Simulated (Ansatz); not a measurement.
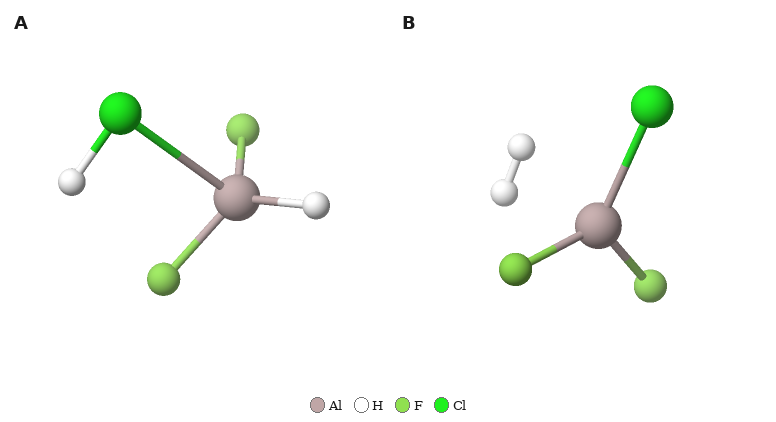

2 stationary structures of one formula. Geometries: PBE0-D4/def2-TZVP. Electronic energies: CCSD(T)/CBS (MP2 limit from def2-TZVPP and def2-QZVPP plus CCSD(T) − MP2) (Ansatz 0.2.0), without zero-point energy.

Rank them by energy, lowest first.

B is lowest (Cs, a saddle point of order 1); A lies 26.3 kcal/mol above it (C1, a minimum).

Give E(B) − E(A) in kcal/mol at these levels too: PBE0-D4/def2-TZVP; ωB97M-V/def2-TZVPP; r2SCAN0-D4/def2-TZVPP; BHLYP-D4/def2-TZVPP; CCSD(T)/CBS (MP2 limit from def2-TZVPP and def2-QZVPP plus CCSD(T) − MP2); PBE0-D4/def2-TZVPP; direct RPA on PBE orbitals (frozen core)/def2-TZVPP; B97M-V/def2-TZVPP.

```json
{"level": "PBE0-D4/def2-TZVP", "E(B) − E(A) (kcal/mol)": "−25.2"}
{"level": "ωB97M-V/def2-TZVPP", "E(B) − E(A) (kcal/mol)": "−24.7"}
{"level": "r2SCAN0-D4/def2-TZVPP", "E(B) − E(A) (kcal/mol)": "−26.5"}
{"level": "BHLYP-D4/def2-TZVPP", "E(B) − E(A) (kcal/mol)": "−25.4"}
{"level": "CCSD(T)/CBS (MP2 limit from def2-TZVPP and def2-QZVPP plus CCSD(T) − MP2)", "E(B) − E(A) (kcal/mol)": "−26.3"}
{"level": "PBE0-D4/def2-TZVPP", "E(B) − E(A) (kcal/mol)": "−24.8"}
{"level": "direct RPA on PBE orbitals (frozen core)/def2-TZVPP", "E(B) − E(A) (kcal/mol)": "−23.1"}
{"level": "B97M-V/def2-TZVPP", "E(B) − E(A) (kcal/mol)": "−23.5"}
```
